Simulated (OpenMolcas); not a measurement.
# BCl₂F (charge +1): single-point calculation (part 2 of 2)

The same run, continued: BCl₂F, charge +1, multiplicity 2; B3LYP/6-311+G**, UKS (OpenMolcas 26.06). The geometry is that of the parent species in another charge or spin state. The geometry comes from this level: PBE0-D4/def2-TZVP.

Geometry of the input (Å):
```
F  0.1144  -1.1653  -0.7812
B  0.0079  -0.0806  -0.0540
Cl -1.5495  0.3738  0.5714
Cl 1.4273  0.8721  0.2638
```

## The program's output, continued
```
 *****************************************************************************************************************************
 *                                             SCF/KS-DFT Program, Final results                                             *
 *                                                       Final Results                                                       *
 *****************************************************************************************************************************

::    Total KS-DFT energy                           -1044.8896711609
      One-electron energy                           -1848.4936419797
      Two-electron energy                             621.9348980763
      Nuclear repulsion energy                        181.6690727425
      Kinetic energy (interpolated)                  1042.3934211823
      Virial theorem                                    1.0023947292
      Total spin, S(S+1)                                0.7540263458
      Total spin, S                                     0.5020111506
      Max non-diagonal density matrix element           0.0000004825
      Max non-diagonal Fock matrix element              0.0000000292

      All orbitals with orbital energies smaller than  E(LUMO)+0.5 are printed

++    Molecular orbitals:
      -------------------

      Title: UKS-DFT orbitals (alpha)

      Molecular orbitals for symmetry species 1: a

          Orbital            1         2         3         4         5         6         7         8         9        10
          Energy         -101.8836 -101.8836  -24.9554   -9.7958   -9.7958   -7.5610   -7.5610   -7.5547   -7.5547   -7.5489
          Occ. No.          1.0000    1.0000    1.0000    1.0000    1.0000    1.0000    1.0000    1.0000    1.0000    1.0000

          Orbital           11        12        13        14        15        16        17        18        19        20
          Energy           -7.5489   -7.1620   -1.4883   -1.1742   -1.1460   -0.8261   -0.7697   -0.7649   -0.7310   -0.6669
          Occ. No.          1.0000    1.0000    1.0000    1.0000    1.0000    1.0000    1.0000    1.0000    1.0000    1.0000

          Orbital           21        22        23        24        25        26        27        28        29        30
          Energy           -0.6616   -0.6456   -0.6345   -0.6232   -0.2864   -0.2110   -0.1666   -0.1284   -0.1182   -0.1087
          Occ. No.          1.0000    1.0000    1.0000    1.0000    0.0000    0.0000    0.0000    0.0000    0.0000    0.0000

          Orbital           31        32        33        34        35        36        37        38        39        40
          Energy           -0.1077   -0.0860   -0.0643   -0.0564   -0.0406   -0.0350   -0.0349   -0.0218   -0.0206    0.0139
          Occ. No.          0.0000    0.0000    0.0000    0.0000    0.0000    0.0000    0.0000    0.0000    0.0000    0.0000

          Orbital           41        42        43        44        45        46        47
          Energy            0.0986    0.1180    0.1250    0.1507    0.1610    0.1823    0.1925
          Occ. No.          0.0000    0.0000    0.0000    0.0000    0.0000    0.0000    0.0000

--

      All orbitals with orbital energies smaller than  E(LUMO)+0.5 are printed

++    Molecular orbitals:
      -------------------

      Title: UKS-DFT orbitals (beta)

      Molecular orbitals for symmetry species 1: a

          Orbital            1         2         3         4         5         6         7         8         9        10
          Energy         -101.8797 -101.8797  -24.9543   -9.7921   -9.7921   -7.5530   -7.5530   -7.5480   -7.5480   -7.5466
          Occ. No.          1.0000    1.0000    1.0000    1.0000    1.0000    1.0000    1.0000    1.0000    1.0000    1.0000

          Orbital           11        12        13        14        15        16        17        18        19        20
          Energy           -7.5466   -7.1625   -1.4861   -1.1523   -1.1205   -0.8224   -0.7577   -0.7568   -0.7298   -0.6564
          Occ. No.          1.0000    1.0000    1.0000    1.0000    1.0000    1.0000    1.0000    1.0000    1.0000    1.0000

          Orbital           21        22        23        24        25        26        27        28        29        30
          Energy           -0.6385   -0.6137   -0.6071   -0.5338   -0.2862   -0.2050   -0.1641   -0.1248   -0.1142   -0.1076
          Occ. No.          1.0000    1.0000    1.0000    0.0000    0.0000    0.0000    0.0000    0.0000    0.0000    0.0000

          Orbital           31        32        33        34        35        36
          Energy           -0.1056   -0.0826   -0.0630   -0.0561   -0.0387   -0.0348
          Occ. No.          0.0000    0.0000    0.0000    0.0000    0.0000    0.0000

--

++    Molecular charges:
      ------------------

      Mulliken charges per centre and basis function type
      ---------------------------------------------------

                            F1                      B2                      CL3                     CL4
                     alpha        beta       alpha        beta       alpha        beta       alpha        beta
      1s           1.8547      1.8382      1.4793      1.4982      2.9884      2.9763      2.9884      2.9763
      2px          0.9340      0.9060      0.2853      0.2940      1.7120      1.5700      1.7498      1.5311
      2pz          0.8377      0.8365      0.2806      0.3015      1.8930      1.8164      1.9197      1.7890
      2py          0.7764      0.7738      0.3468      0.3814      1.9230      1.6329      1.8585      1.6992
      3d2+         0.0007      0.0007      0.0357      0.0402      0.0038      0.0038      0.0024      0.0026
      3d1+         0.0002      0.0002      0.0274      0.0275      0.0034      0.0034      0.0019      0.0019
      3d0          0.0004      0.0004      0.0215      0.0223      0.0014      0.0014      0.0017      0.0017
      3d1-         0.0010      0.0010      0.0203      0.0219      0.0005      0.0005      0.0008      0.0008
      3d2-         0.0004      0.0005      0.0412      0.0408      0.0026      0.0027      0.0050      0.0049
      Total        4.4057      4.3574      2.5381      2.6278      8.5281      8.0074      8.5281      8.0074
      Total              8.7631                  5.1659                 16.5355                 16.5355

      Charge            0.2369                 -0.1659                  0.4645                  0.4645

      Total electronic charge=   47.000000

      Total            charge=    1.000000
--

++    Molecular orbitals:
      -------------------

      Title: Natural orbitals

      Molecular orbitals for symmetry species 1: a

          Orbital            1         2         3         4         5         6         7         8         9        10
          Energy         -101.8815 -101.8811  -24.9474   -9.7907   -9.7877   -7.5550   -7.5534   -7.5528   -7.5474   -7.1623
          Occ. No.          2.0000    2.0000    2.0000    2.0000    2.0000    2.0000    2.0000    2.0000    2.0000    2.0000

          Orbital           11        12        13        14        15        16        17        18        19        20
          Energy           -7.5462   -7.5502   -0.7182   -1.2772   -1.0379   -0.6188   -0.6645   -0.7852   -0.8186   -0.6557
          Occ. No.          2.0000    2.0000    2.0000    2.0000    2.0000    2.0000    2.0000    2.0000    2.0000    1.9999

          Orbital           21        22        23        24        25        26        27        28        29        30
          Energy           -1.1060   -1.1092   -0.6513   -0.5846   -0.0268    0.3767    0.3613   -0.2362    0.1380    0.1453
          Occ. No.          1.9998    1.9998    1.9986    1.0000    0.0014    0.0002    0.0002    0.0001    0.0000    0.0000

          Orbital           31        32        33        34        35        36        37        38        39        40
          Energy            0.2984    0.1841    1.2739    0.8690    0.2044    2.4563    2.2141    6.3194    6.9127    3.5887
          Occ. No.          0.0000    0.0000    0.0000    0.0000    0.0000    0.0000    0.0000    0.0000    0.0000    0.0000

          Orbital           41        42        43        44        45        46        47        48        49        50
          Energy            3.8958    4.5923    5.6371    4.6147   14.9595   78.7949   75.6048    1.8987    7.1681    2.8465
          Occ. No.          0.0000    0.0000    0.0000    0.0000    0.0000    0.0000    0.0000    0.0000    0.0000    0.0000

          Orbital           51        52        53        54        55        56        57        58        59        60
          Energy            1.5759    0.5785    5.1089    0.9490   19.2417   12.5133    1.1133    1.5817    0.9855    1.9569
          Occ. No.          0.0000    0.0000    0.0000    0.0000    0.0000    0.0000    0.0000    0.0000    0.0000    0.0000

          Orbital           61        62        63        64        65        66        67        68        69        70
          Energy            8.2074   18.7098    0.3969    0.5253    2.7393    0.4934    0.6911    0.3443    0.1654    0.1539
          Occ. No.          0.0000    0.0000    0.0000    0.0000    0.0000    0.0000    0.0000    0.0000    0.0000    0.0000

          Orbital           71        72        73        74        75        76        77        78        79        80
          Energy           19.8518    0.2026    0.3778    0.4412  130.2685    0.9165    0.4469    0.2900   10.5977   13.5697
          Occ. No.          0.0000    0.0000    0.0000    0.0000    0.0000    0.0000    0.0000    0.0000    0.0000    0.0000

          Orbital           81        82        83        84        85        86        87        88        89        90
          Energy           20.8759    5.2406    0.9783    0.9372   23.3090    0.3933    6.0320    1.0796   22.6334    0.5132
          Occ. No.          0.0000    0.0000    0.0000    0.0000    0.0000    0.0000    0.0000    0.0000    0.0000    0.0000

          Orbital           91        92        93        94
          Energy           21.3617    1.4925    3.7529    3.7201
          Occ. No.          0.0000    0.0000    0.0000    0.0000

--

++    Molecular properties:
      ---------------------

      Charge (e):
                      =    1.0000
      Dipole Moment (debye):
      Origin of the operator (angstrom)=   -0.0202    0.2055    0.1378
                   X= -1.3620E-01               Y=  1.3877E+00               Z=  9.3027E-01           Total=  1.6762E+00
      Center of Charge (angstrom)
                     X=   -0.04852685               Y=    0.49444282               Z=    0.33145849
      Quadrupole Moment (debye*angstrom):
      Origin of the operator (angstrom)=   -0.0202    0.2055    0.1378
                  XX= -2.0887E+01              XY=  1.7578E+00              XZ= -1.1256E+00              YY= -3.0958E+01
                  YZ=  3.0466E-02              ZZ= -3.1320E+01
      In traceless form (debye*angstrom)
                  XX=  1.0252E+01              XY=  2.6368E+00              XZ= -1.6884E+00              YY= -4.8541E+00
                  YZ=  4.5700E-02              ZZ= -5.3975E+00
--

--- Stop Module: scf /rc=_RC_ALL_IS_WELL_ ---
--- Module scf spent 37 seconds ---

.##################.
.# Happy landing! #.
.##################.

    Timing: Wall=40.91 User=36.34 System=4.44
```

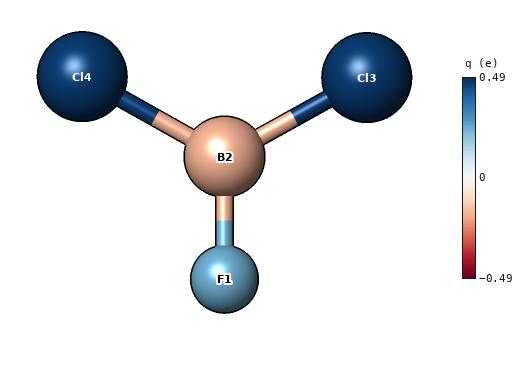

Figure 1. Mulliken charges, as the colour of each atom (ball-and-stick view, seen on its broad side; atoms are numbered from 1 in the order of the input). By element: F +0.24, B −0.17 and Cl +0.46 e.

## Key numbers

- outcome: converged
- total energy: −1044.889671 hartree
- basis functions: 104
- ⟨S²⟩: 0.754
- hardware: 1 thread of Arm Neoverse V2, 24 GiB of memory available, shared host
- wall time: 41 s
- peak memory: 0.59 GiB
